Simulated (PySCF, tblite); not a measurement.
# CF₄: bond homolysis

Wanted: bond homolysis for CF₄ (`FC(F)(F)F`).

Programs: tblite 0.8.0 and PySCF 2.14.0, with routines of our own; each step states its level. All values are computed. Atoms count from 0.

## 1. The system as given

5 atoms, charge 0, multiplicity 1; geometry from: start built from the parent or by distance geometry.

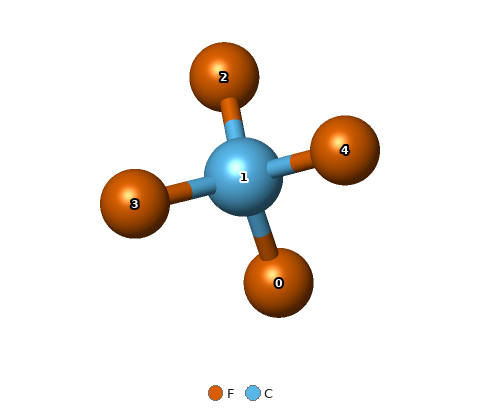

The starting geometry (fluorine orange, carbon blue).

## 2. Relaxing the molecule with GFN2-xTB

The job: settings as JSON, then the geometry in Å.

```
{"job": {"kind": "relax", "xc": "GFN2-xTB", "basis": "xTB"}, "charge": 0, "multiplicity": 1}
F     -0.014200    -1.080800    -0.835800
C     -0.012500     0.018100    -0.006000
F     -0.127700     1.153900    -0.709200
F     -1.052200    -0.092500     0.864800
F      1.223800     0.006900     0.651800
```

Run with:

```bash
OMP_NUM_THREADS=1 python redox_run.py task.json out
```

This one command runs all jobs of the session in turn.

Output:

```text
step      E/eV     max force
  0    -573.26645    2.833
  1    -573.51268    1.446
  2    -573.56542    0.499
  3    -573.57166    0.208
  4    -573.57353    0.171
  5    -573.57668    0.074
  6    -573.57680    0.044
  7    -573.57693    0.020
  8    -573.57694    0.009
```

It took 0.04 s on 1 thread of Arm Neoverse N1, shared host.

Along the way:

```tsv
step	energy from step 0 (eV)	largest force (eV/Å)
0	0.0000	2.8326
1	-0.2462	1.4463
2	-0.2990	0.4994
3	-0.3052	0.2082
4	-0.3071	0.1710
5	-0.3102	0.0739
6	-0.3104	0.0442
7	-0.3105	0.0201
8	-0.3105	0.0086
```

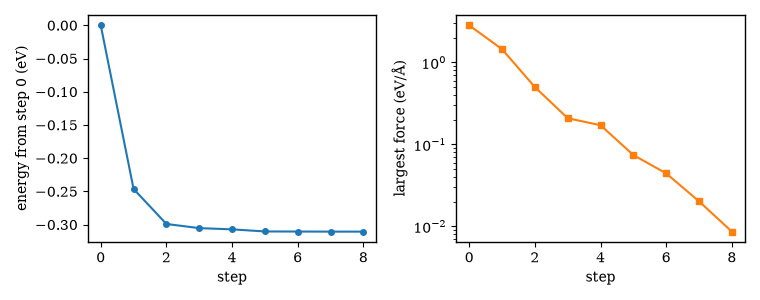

Energy and force, step by step.

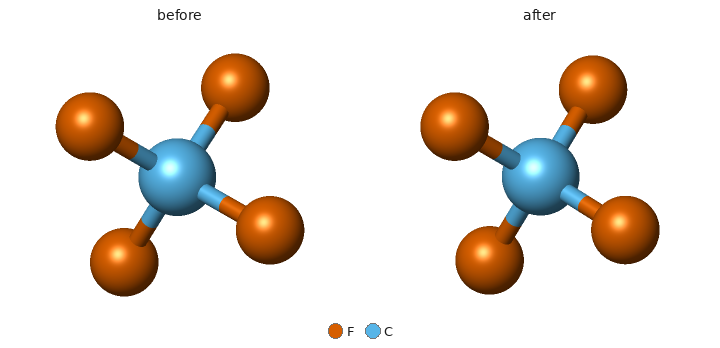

The geometry before (left) and after (right).

Close pairs (by a distance rule), those that changed most:

```tsv
bond	before (Å)	after (Å)	change (Å)
C1–F4	1.400	1.314	-0.087
F0–C1	1.377	1.314	-0.063
C1–F3	1.361	1.314	-0.047
C1–F2	1.341	1.314	-0.027
```

The end geometry stands in the next job.

## 3. Vibrational analysis with GFN2-xTB

The job: settings as JSON, then the geometry in Å.

```
{"job": {"kind": "ir", "xc": "GFN2-xTB", "basis": "xTB"}, "charge": 0, "multiplicity": 1}
F     -0.023520    -1.030032    -0.820914
C      0.003497     0.001043    -0.006961
F     -0.118810     1.110415    -0.700681
F     -0.988477    -0.091286     0.849897
F      1.144555     0.015566     0.644288
```

Output:

```text
mode    cm-1     km/mol
  1     380.0      0.00
  2     380.1      0.00
  3     545.1     36.20
  4     545.2     36.18
  5     545.3     36.20
  6     861.6      0.00
  7    1147.6    475.77
  8    1148.1    475.81
  9    1148.5    475.84
ZPE 40.084  H(298)-E 53.573  G(298)-E -25.533 kJ/mol  S 265.32 J/(mol K)
```

Run time: 0.16 s. Hardware: 1 thread of Arm Neoverse N1, shared host.

Which atoms move in the most intense modes:

```tsv
cm⁻¹	km/mol	atoms
545	36.2	F2 27 %, F4 26 %, F0 17 %, F3 17 %
545	36.2	F3 30 %, F0 22 %, F2 19 %, F4 16 %
545	36.2	F0 26 %, F4 23 %, F2 20 %, F3 18 %
1148	475.8	C1 74 %, F2 16 %
1148	475.8	C1 74 %, F3 10 %
1148	475.8	C1 74 %, F0 13 %, F4 12 %
```

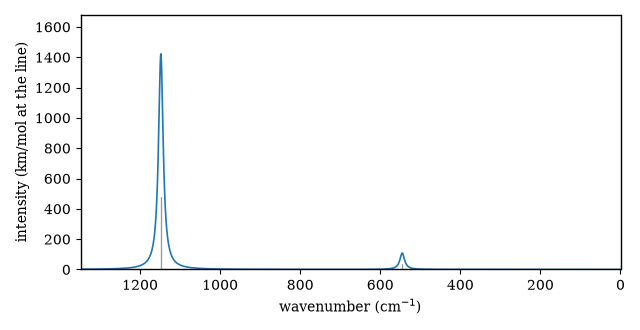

The infrared spectrum from these modes, unscaled. Lines are broadened to a width of 14 cm⁻¹ (Lorentzian).

## 4. Relaxing the molecule at PBE0-D3(BJ)/def2-SVP

The job: settings as JSON, then the geometry in Å.

```
{"job": {"xc": "PBE0", "basis": "def2-SVP", "d3": "d3bj", "grid": 1, "kind": "geom"}, "charge": 0, "multiplicity": 1}
F     -0.023520    -1.030032    -0.820914
C      0.003497     0.001043    -0.006961
F     -0.118810     1.110415    -0.700681
F     -0.988477    -0.091286     0.849897
F      1.144555     0.015566     0.644288
```

Output:

```text
step   0  E = -436.74588829  max force = 0.002126
step   1  E = -436.74593260  max force = 0.000466
step   2  E = -436.74594168  max force = 0.000982
step   3  E = -436.74598111  max force = 0.000691
step   4  E = -436.74599127  max force = 0.000231
optimisation converged
```

Wall time 10 s (1 thread of Arm Neoverse N1, shared host).

Relaxation path:

```tsv
step	energy from step 0 (eV)	largest force component (eV/Å)
0	0.0000	0.1093
1	-0.0012	0.0240
2	-0.0015	0.0505
3	-0.0025	0.0355
4	-0.0028	0.0119
```

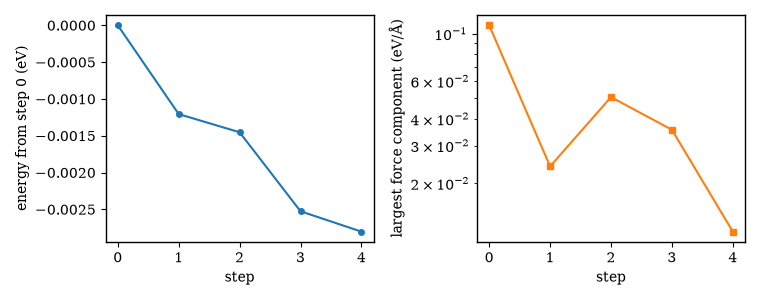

Energy and force, step by step.

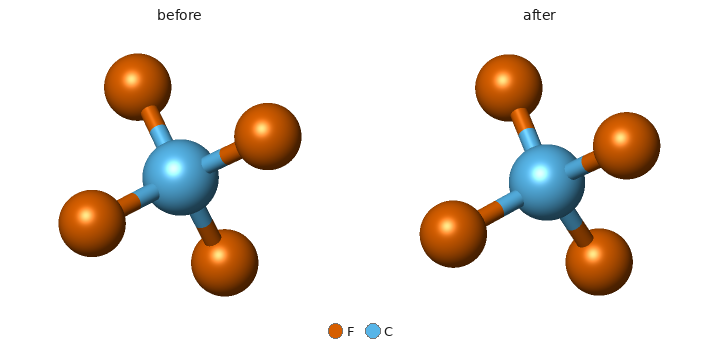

Before and after, at one scale.

Distances of close pairs at the start and the end, largest changes first:

```tsv
bond	before (Å)	after (Å)	change (Å)
F0–C1	1.314	1.316	+0.002
C1–F4	1.314	1.316	+0.002
C1–F3	1.314	1.316	+0.002
C1–F2	1.314	1.315	+0.001
```

The next job starts from the end point, and lists it.

```tsv
at the end point	value
point group (found at 0.08 Å tolerance)	Td
rotational constants (GHz, main isotopes)	5.767, 5.765, 5.759
dipole moment (D)	0.00
```

## 5. Harmonic vibrations (CF₄): PBE0-D3(BJ)/def2-SVP

The job: settings as JSON, then the geometry in Å.

```
{"job": {"xc": "PBE0", "basis": "def2-SVP", "d3": "d3bj", "grid": 2, "kind": "hessian"}, "charge": 0, "multiplicity": 1}
F     -0.086709    -1.053892    -0.787792
C      0.003363     0.001319    -0.006881
F     -0.225778     1.089066    -0.709711
F     -0.885283    -0.091273     0.958843
F      1.211418     0.060452     0.510931
```

Output:

```text
coarse grid: 5432 points
cycle   1  E = -436.5165451811  dE =  9.435e-01  |g| = 1.014e+00  |ddm| = 2.324e+00
cycle   2  E = -436.3689740866  dE =  1.476e-01  |g| = 1.434e+00  |ddm| = 1.477e+00
cycle   3  E = -436.6918542119  dE = -3.229e-01  |g| = 2.254e-02  |ddm| = 8.762e-01
cycle   4  E = -436.6919189734  dE = -6.476e-05  |g| = 9.748e-03  |ddm| = 1.791e-02
cycle   5  E = -436.6919329547  dE = -1.398e-05  |g| = 1.118e-03  |ddm| = 6.749e-03
cycle   6  E = -436.6919331712  dE = -2.165e-07  |g| = 2.333e-04  |ddm| = 1.004e-03
final grid: 57624 points
cycle   7  E = -436.7459204966  dE = -1.796e-05  |g| = 4.028e-03  |ddm| = 8.635e-03
cycle   8  E = -436.7459187516  dE =  1.745e-06  |g| = 5.281e-03  |ddm| = 5.485e-03
cycle   9  E = -436.7459231537  dE = -4.402e-06  |g| = 7.672e-05  |ddm| = 3.054e-03
cycle  10  E = -436.7459231544  dE = -7.400e-10  |g| = 4.563e-05  |ddm| = 8.349e-05
cycle  11  E = -436.7459231547  dE = -2.921e-10  |g| = 1.892e-05  |ddm| = 3.875e-05
cycle  12  E = -436.7459231548  dE = -5.559e-11  |g| = 2.995e-06  |ddm| = 1.177e-05
converged SCF energy = -436.7459231548

mode    cm-1
  1     443.0
  2     444.0
  3     641.5
  4     642.1
  5     642.4
  6     940.1
  7    1340.2
  8    1340.9
  9    1342.3
ZPE 46.514  H(298)-E 59.130  G(298)-E -18.623 kJ/mol  S 260.78 J/(mol K)
```

It took 42 s on 1 thread of Arm Neoverse N1, shared host; peak memory 1 GiB.

Zero-point energy 46.51 kJ/mol (xTB gave 40.08).

## 6. Single point (CF₄): M06-2X/def2-TZVP

Geometry: PBE0-D3(BJ)/def2-SVP.

The job: settings as JSON, then the geometry in Å.

```
{"job": {"kind": "sp", "xc": "M06-2X", "basis": "def2-TZVP", "grid": 3}, "charge": 0, "multiplicity": 1}
F     -0.086709    -1.053892    -0.787792
C      0.003363     0.001319    -0.006881
F     -0.225778     1.089066    -0.709711
F     -0.885283    -0.091273     0.958843
F      1.211418     0.060452     0.510931
```

Output:

```text
coarse grid: 26384 points
cycle   1  E = -437.3649484527  dE =  1.049e+00  |g| = 1.028e+00  |ddm| = 1.923e+00
cycle   2  E = -437.3312975258  dE =  3.365e-02  |g| = 1.227e+00  |ddm| = 9.462e-01
cycle   3  E = -437.5434767026  dE = -2.122e-01  |g| = 5.053e-02  |ddm| = 4.553e-01
cycle   4  E = -437.5438260424  dE = -3.493e-04  |g| = 1.892e-02  |ddm| = 3.244e-02
cycle   5  E = -437.5438776338  dE = -5.159e-05  |g| = 1.273e-03  |ddm| = 1.177e-02
cycle   6  E = -437.5438782351  dE = -6.013e-07  |g| = 2.473e-04  |ddm| = 1.675e-03
final grid: 71168 points
cycle   7  E = -437.5445687589  dE = -5.138e-06  |g| = 2.088e-03  |ddm| = 6.648e-03
cycle   8  E = -437.5445690252  dE = -2.663e-07  |g| = 1.558e-03  |ddm| = 1.507e-03
cycle   9  E = -437.5445693001  dE = -2.748e-07  |g| = 2.419e-04  |ddm| = 6.062e-04
cycle  10  E = -437.5445693087  dE = -8.668e-09  |g| = 7.199e-05  |ddm| = 1.332e-04
converged SCF energy = -437.5445693087
```

Run time: 11 s. Hardware: 1 thread of Arm Neoverse N1, shared host; peak memory 0.55 GiB.

## 7. Geometry optimisation with GFN2-xTB

This step treats CF₃ radical, labelled `F[C](F)F` (the label fixes atoms and charge, not where charge and spin sit).

The job: settings as JSON, then the geometry in Å.

```
{"job": {"kind": "relax", "xc": "GFN2-xTB", "basis": "xTB"}, "charge": 0, "multiplicity": 2}
C      0.019600    -0.004800    -0.012200
F     -0.236500     1.097700    -0.732700
F     -0.867800    -0.098900     0.962000
F      1.208900     0.075100     0.490300
```

Output:

```text
step      E/eV     max force
  0    -442.12673    1.441
  1    -442.16174    0.669
  2    -442.17440    0.486
  3    -442.18328    0.161
  4    -442.18364    0.027
  5    -442.18365    0.007
```

It took 0.03 s on 1 thread of Arm Neoverse N1, shared host.

Along the way:

```tsv
step	energy from step 0 (eV)	largest force (eV/Å)
0	0.0000	1.4413
1	-0.0350	0.6693
2	-0.0477	0.4858
3	-0.0566	0.1607
4	-0.0569	0.0266
5	-0.0569	0.0069
```

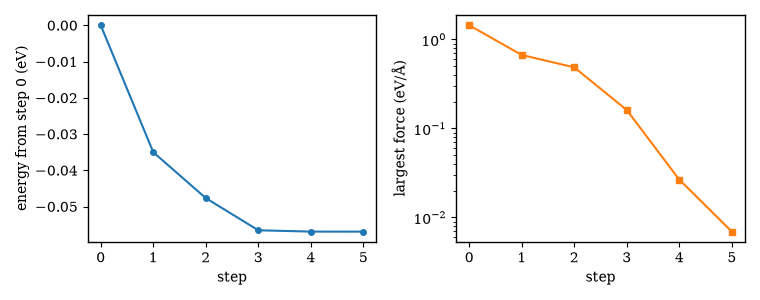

Energy and force, step by step.

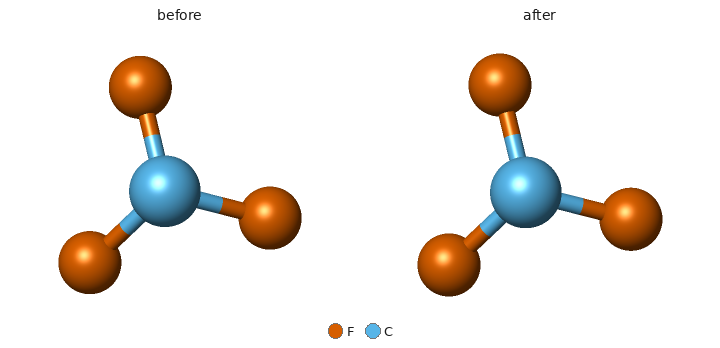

Before and after, at one scale.

Distances of close pairs at the start and the end, largest changes first:

```tsv
bond	before (Å)	after (Å)	change (Å)
C0–F3	1.294	1.320	+0.026
C0–F1	1.342	1.320	-0.022
C0–F2	1.321	1.320	-0.001
```

The end geometry stands in the next job.

## 8. Harmonic vibrations with GFN2-xTB

The job: settings as JSON, then the geometry in Å.

```
{"job": {"kind": "ir", "xc": "GFN2-xTB", "basis": "xTB"}, "charge": 0, "multiplicity": 2}
C      0.012386     0.039608     0.009360
F     -0.242452     1.088235    -0.750936
F     -0.888383    -0.117230     0.961511
F      1.242637     0.058497     0.487539
```

Output:

```text
mode    cm-1     km/mol
  1     435.5     12.71
  2     436.0     12.73
  3     531.8     28.13
  4    1014.2      8.54
  5    1207.0    342.28
  6    1207.2    342.65
ZPE 28.901  H(298)-E 40.973  G(298)-E -38.865 kJ/mol  S 267.78 J/(mol K)
```

Run time: 0.14 s. Hardware: 1 thread of Arm Neoverse N1, shared host.

The strongest bands and the atoms that carry them (share of the mass-weighted mode):

```tsv
cm⁻¹	km/mol	atoms
436	12.7	F1 38 %, F2 31 %, F3 23 %
436	12.7	F3 38 %, F2 30 %, F1 23 %
532	28.1	C0 46 %, F3 18 %, F2 18 %, F1 18 %
1014	8.5	C0 36 %, F1 21 %, F2 21 %, F3 21 %
1207	342.3	C0 71 %, F3 18 %
1207	342.6	C0 71 %, F1 18 %, F2 10 %
```

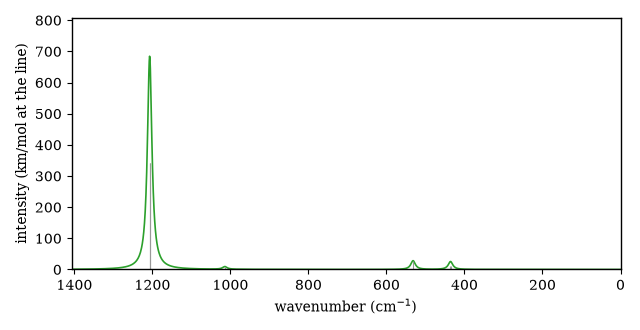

The infrared spectrum from these modes, unscaled. Lines are broadened to a width of 14 cm⁻¹ (Lorentzian).

## 9. Optimising the geometry at PBE0-D3(BJ)/def2-SVP

This step treats CF3 radical, labelled `F[C](F)F` (the label fixes atoms and charge, not where charge and spin sit).

The job: settings as JSON, then the geometry in Å.

```
{"job": {"xc": "PBE0", "basis": "def2-SVP", "d3": "d3bj", "grid": 1, "kind": "geom"}, "charge": 0, "multiplicity": 2}
C      0.012386     0.039608     0.009360
F     -0.242452     1.088235    -0.750936
F     -0.888383    -0.117230     0.961511
F      1.242637     0.058497     0.487539
```

Output:

```text
step   0  E = -336.98255401  max force = 0.011531
step   1  E = -336.98206416  max force = 0.016974
step   2  E = -336.98305395  max force = 0.003682
step   3  E = -336.98309679  max force = 0.000358
step   4  E = -336.98310309  max force = 0.000304
optimisation converged
```

Run time: 9.4 s. Hardware: 1 thread of Arm Neoverse N1, shared host.

Along the way: (the energy doesn't fall at every step)

```tsv
step	energy from step 0 (eV)	largest force component (eV/Å)
0	0.0000	0.5929
1	0.0133	0.8728
2	-0.0136	0.1893
3	-0.0148	0.0184
4	-0.0149	0.0156
```

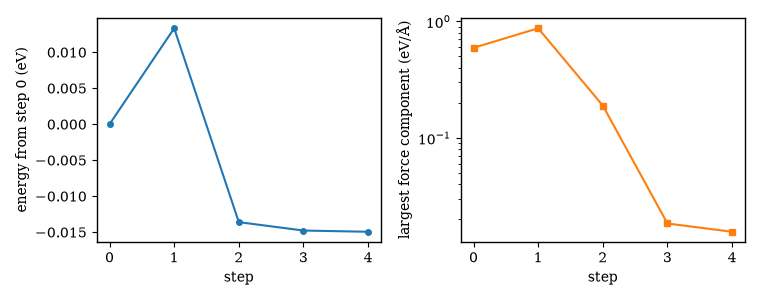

Energy and force, step by step.

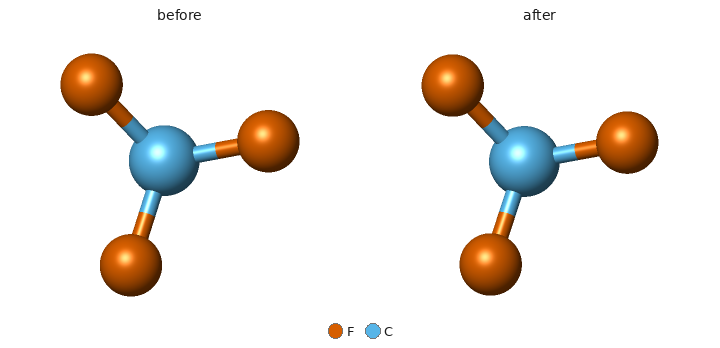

The geometry before (left) and after (right).

Distances of close pairs at the start and the end, largest changes first:

```tsv
bond	before (Å)	after (Å)	change (Å)
C0–F1	1.320	1.310	-0.010
C0–F3	1.320	1.310	-0.010
C0–F2	1.320	1.311	-0.009
```

The end geometry stands in the next job.

```tsv
at the end point	value
point group (found at 0.08 Å tolerance)	C3v
rotational constants (GHz, main isotopes)	10.979, 10.957, 5.671
dipole moment (D)	0.23
⟨S²⟩	0.752
```

## 10. Harmonic vibrations (CF3 radical): PBE0-D3(BJ)/def2-SVP

The job: settings as JSON, then the geometry in Å.

```
{"job": {"xc": "PBE0", "basis": "def2-SVP", "d3": "d3bj", "grid": 2, "kind": "hessian"}, "charge": 0, "multiplicity": 2}
C      0.007275     0.032797     0.001821
F     -0.229719     1.093933    -0.729097
F     -0.880947    -0.100625     0.956227
F      1.227579     0.043005     0.478523
```

Output:

```text
coarse grid: 4344 points
cycle   1  E = -336.8278646602  dE =  6.590e-01  |g| = 5.668e-01  |ddm| = 1.651e+00
cycle   2  E = -336.7220875559  dE =  1.058e-01  |g| = 8.156e-01  |ddm| = 8.684e-01
cycle   3  E = -336.9414430696  dE = -2.194e-01  |g| = 3.147e-02  |ddm| = 5.017e-01
cycle   4  E = -336.9417993301  dE = -3.563e-04  |g| = 9.361e-03  |ddm| = 2.833e-02
cycle   5  E = -336.9418477456  dE = -4.842e-05  |g| = 2.112e-03  |ddm| = 1.607e-02
cycle   6  E = -336.9418511915  dE = -3.446e-06  |g| = 6.522e-04  |ddm| = 3.151e-03
final grid: 46024 points
cycle   7  E = -336.9830248892  dE = -1.309e-05  |g| = 1.626e-03  |ddm| = 4.523e-03
cycle   8  E = -336.9830242772  dE =  6.120e-07  |g| = 2.177e-03  |ddm| = 2.319e-03
cycle   9  E = -336.9830258257  dE = -1.548e-06  |g| = 8.344e-05  |ddm| = 1.283e-03
cycle  10  E = -336.9830258299  dE = -4.219e-09  |g| = 4.213e-05  |ddm| = 9.824e-05
cycle  11  E = -336.9830258308  dE = -8.873e-10  |g| = 2.124e-05  |ddm| = 5.109e-05
cycle  12  E = -336.9830258310  dE = -1.766e-10  |g| = 1.095e-05  |ddm| = 2.110e-05
cycle  13  E = -336.9830258310  dE = -4.775e-11  |g| = 1.227e-06  |ddm| = 9.312e-06
converged SCF energy = -336.9830258310

mode    cm-1
  1     521.5
  2     522.3
  3     714.9
  4    1129.1
  5    1336.9
  6    1338.0
ZPE 33.272  H(298)-E 44.672  G(298)-E -34.051 kJ/mol  S 264.04 J/(mol K)
```

It took 37 s on 1 thread of Arm Neoverse N1, shared host; peak memory 0.8 GiB.

Zero-point energy 33.27 kJ/mol (xTB gave 28.90).

## 11. Single point (CF₃ radical): M06-2X/def2-TZVP

Geometry: PBE0-D3(BJ)/def2-SVP.

The job: settings as JSON, then the geometry in Å.

```
{"job": {"kind": "sp", "xc": "M06-2X", "basis": "def2-TZVP", "grid": 3}, "charge": 0, "multiplicity": 2}
C      0.007275     0.032797     0.001821
F     -0.229719     1.093933    -0.729097
F     -0.880947    -0.100625     0.956227
F      1.227579     0.043005     0.478523
```

Output:

```text
coarse grid: 21080 points
cycle   1  E = -337.4778662208  dE =  7.287e-01  |g| = 5.736e-01  |ddm| = 1.450e+00
cycle   2  E = -337.4616363920  dE =  1.623e-02  |g| = 6.793e-01  |ddm| = 7.483e-01
cycle   3  E = -337.5981410108  dE = -1.365e-01  |g| = 4.784e-02  |ddm| = 2.755e-01
cycle   4  E = -337.5991184481  dE = -9.774e-04  |g| = 1.507e-02  |ddm| = 4.201e-02
cycle   5  E = -337.5993505602  dE = -2.321e-04  |g| = 4.078e-03  |ddm| = 3.682e-02
cycle   6  E = -337.5993780789  dE = -2.752e-05  |g| = 1.107e-03  |ddm| = 1.175e-02
cycle   7  E = -337.5993797490  dE = -1.670e-06  |g| = 3.015e-04  |ddm| = 2.381e-03
final grid: 56904 points
cycle   8  E = -337.5998390236  dE = -3.768e-06  |g| = 1.469e-03  |ddm| = 4.008e-03
cycle   9  E = -337.5998391398  dE = -1.162e-07  |g| = 1.347e-03  |ddm| = 1.113e-03
cycle  10  E = -337.5998395813  dE = -4.415e-07  |g| = 1.698e-04  |ddm| = 4.957e-04
cycle  11  E = -337.5998395930  dE = -1.169e-08  |g| = 5.079e-05  |ddm| = 1.141e-04
cycle  12  E = -337.5998395951  dE = -2.133e-09  |g| = 1.622e-05  |ddm| = 5.849e-05
converged SCF energy = -337.5998395951
```

It took 13 s on 1 thread of Arm Neoverse N1, shared host.

## 12. Bond homolysis: M06-2X/def2-TZVP

This step combines the energies above: geometries from PBE0-D3(BJ)/def2-SVP, zero-point and thermal terms from PBE0-D3(BJ)/def2-SVP.

The job: settings as JSON, then the geometry in Å.

```
{"job": {"kind": "bd", "cap": 8, "geom": {"xc": "PBE0", "basis": "def2-SVP", "d3": "d3bj", "grid": 1}, "hess": 1, "level": {"xc": "M06-2X", "basis": "def2-TZVP", "grid": 3}}, "charge": 0, "multiplicity": 1}
F     -0.086709    -1.053892    -0.787792
C      0.003363     0.001319    -0.006881
F     -0.225778     1.089066    -0.709711
F     -0.885283    -0.091273     0.958843
F      1.211418     0.060452     0.510931
```

Output (the driver's rows laid out field by field):

```text
homolysis bond by bond, M06-2X/def2-TZVP // PBE0-D3(BJ)/def2-SVP

row 1
  atoms                   0 1
  elements                F C
  length                  1.3158
  fragments               formula F, charge 0, multiplicity 2, smiles [F], kept yes, pieces 1; formula CF3, charge 0, multiplicity 2, smiles F[C](F)F, kept yes, pieces 1, point_group C3v, largest_spin C 0.805
  electronic              553.97
  zero_kelvin             540.73
  enthalpy                545.71
  free_energy             496.9
```

Run time: 2.1 min. Hardware: 1 thread of Arm Neoverse N1, shared host.

Some single points behind these values are not shown above.

Dissociation energies (kJ/mol, gas phase, 298 K for the thermal columns):

```tsv
bond	fragments	electronic	enthalpy	free energy
F0–C1	[F] + F[C](F)F	554.0	545.7	496.9
```

## 13. Results

| quantity | value |
| --- | --- |
| strongest single infrared mode (GFN2-xTB) | 1148 cm⁻¹, 476 km/mol |
| zero-point energy (GFN2-xTB) | 9.6 kcal/mol |
| point group | Td |
| rotational constants (main isotopes) | 5.77, 5.76, 5.76 GHz |
| bond enthalpy (ΔH), F0–C1 (M06-2X/def2-TZVP) | 545.7 kJ/mol |

All 9 modes are real, so the xTB geometry is a minimum. Unscaled tight-binding wavenumbers are off by several per cent, some by more. Its intensities can rank the bands wrongly. Over 4 steps the energy fell by 0.003 eV; of the close pairs, F0–C1 changed most, 1.314 to 1.316 Å (PBE0/def2-SVP). The bond enthalpy (ΔH) at F0–C1 is 545.7 kJ/mol at M06-2X/def2-TZVP; zero-point and thermal terms move it by -8.3 kJ/mol from the electronic value.
